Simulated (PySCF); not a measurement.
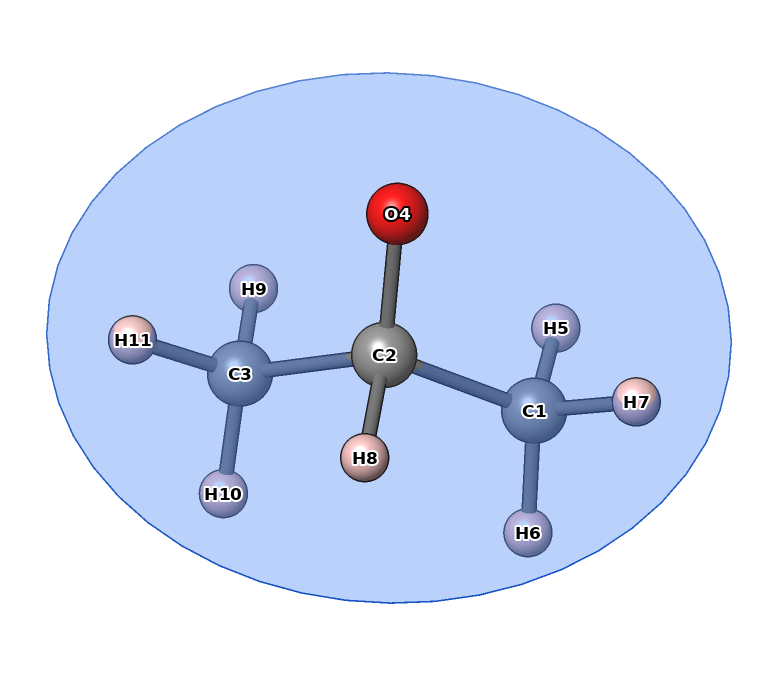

A disc through the centre of mass is drawn in. Atoms fade into the background with distance from the viewer. The species has charge −1 and is a spin singlet. The geometry was computed by an optimisation with PBE0-D3(BJ)/def2-SVP. No frequency run is at hand to confirm it as a minimum.

> Is the plane of the disc a mirror plane of the structure?

No. The point group is Cs, with 1 mirror plane, and this plane isn't one of its mirror planes.
